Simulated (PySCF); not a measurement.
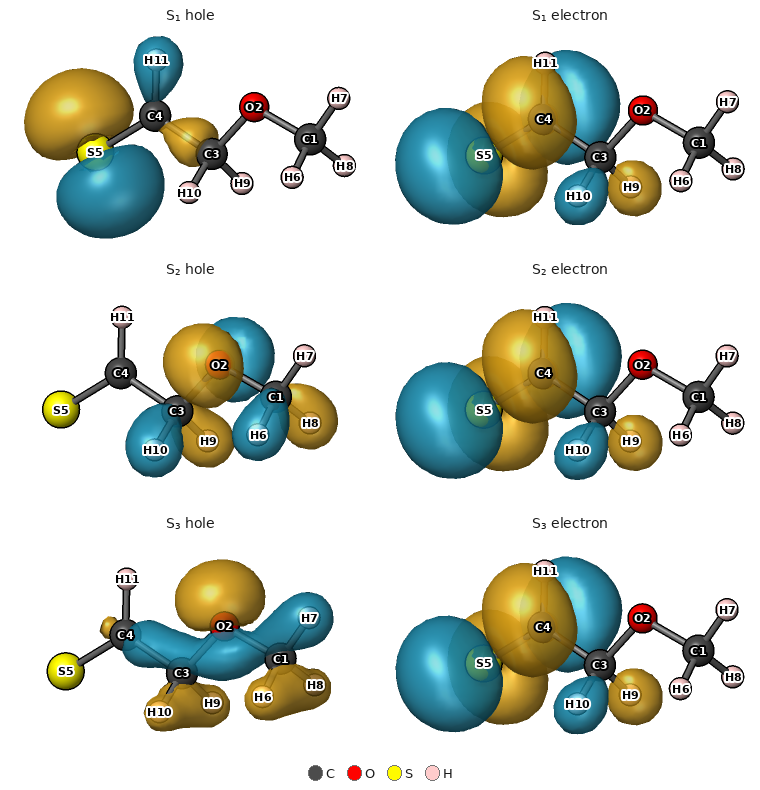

Figure. C₃H₆OS, SMILES `COCC=S`. Leading natural transition orbitals (TDA singlet states).

Computed with PySCF, B3LYP/def2-SVPD, geometry: GFN2-xTB. No frequency check shows the geometry to be a minimum. GFN2-xTB bond lengths at metals and heavier atoms can be off by up to 0.1 Å and shapes distorted, which carries into these values.

The calculation's input:

```python
import numpy as np
from pyscf import gto, scf, dft, tdscf
from pyscf.scf import atom_ks, atom_hf
from scipy.linalg import block_diag

def solve(mol, dm0=None, hcore=None):
    mf = (dft.UKS if mol.spin else dft.RKS)(mol, xc='b3lyp')
    mf.grids.level = 3
    mf = mf.density_fit(auxbasis='def2-universal-jkfit')
    mf.conv_tol, mf.max_cycle = 1e-8, 80
    if hcore is not None:
        mf.get_hcore = lambda *args: hcore
    mf.kernel(dm0)
    if not mf.converged:
        mf = mf.newton().run(mf.mo_coeff, mf.mo_occ, max_cycle=30)
    assert mf.converged, 'SCF not converged'
    return mf

mol = gto.M(atom='''
C      2.78168    -0.19898    -0.00852
O      1.56463     0.50367     0.01444
C      0.44119    -0.33651     0.00597
C     -0.79933     0.48012    -0.00631
S     -2.28956    -0.13393    -0.00061
H      2.87838    -0.85722     0.86346
H      3.57005     0.54991     0.01267
H      2.87500    -0.80309    -0.91937
H      0.45269    -0.99834    -0.87880
H      0.43824    -0.99890     0.89038
H     -0.63968     1.55345    -0.02092
''', basis='def2-svpd', charge=0, spin=0, verbose=4)
mf = solve(mol)
td = mf.TDA()
td.nstates, td.singlet, td.conv_tol = 4, True, 1e-5
td.kernel()
td.analyze()
x, y = np.array([p[0] for p in td.xy]), np.array([p[1] + 0 * p[0] for p in td.xy])
f, mu = td.oscillator_strength(), td.transition_dipole()
nto = [td.get_nto(state=i + 1, verbose=4) for i in range(len(td.e))]
# spherically averaged free atoms, for the promolecule
atm = atom_ks.get_atm_nrks(mol, xc='b3lyp')
pro = block_diag(*[(atm[a[0]][2] * atm[a[0]][3]) @ atm[a[0]][2].T for a in mol._atom])
np.savez('result.npz', e=td.e, f=f, ok=td.converged, w=[n[0] for n in nto], nto=[n[1] for n in nto], x=x, y=y, c=mf.mo_coeff, occ=mf.mo_occ, eps=mf.mo_energy, pro=pro, mu=mu)
```

Command:

```sh
OMP_NUM_THREADS=1 python input.py
```

The run took 7.5 min on 1 thread of Arm Neoverse V2, with other jobs on the host, peak memory 0.8 GiB.

Question: Describe these excited states.

Answer: By state:
- S₁: 2.44 eV (508 nm), f = 0.000 (dark); the leading pair carries 100 %; hole on S5 (83 %) and C4 (8 %), electron on S5 (45 %), C4 (39 %) and C3 (5 %); their centroids lie 0.7 Å apart.
- S₂: 4.28 eV (290 nm), f = 0.013, charge transfer, whose energy this functional puts too low; the leading pair carries 100 %; hole on O2 (59 %), C1 and C3 (9 % each) and H6, H8, H9 and H10 (5 % each), electron on S5 (44 %), C4 (39 %) and C3 (6 %); their centroids lie 2.9 Å apart.
- S₃: 5.96 eV (208 nm), f = 0.001 (very weak), charge transfer, whose energy this functional puts too low; the leading pair carries 99 %; hole on O2 (52 %), C1 (12 %) and C3 (11 %), electron on S5 (44 %), C4 (39 %) and C3 (6 %); their centroids lie 2.9 Å apart; S₄ lies within 0.1 eV of it.
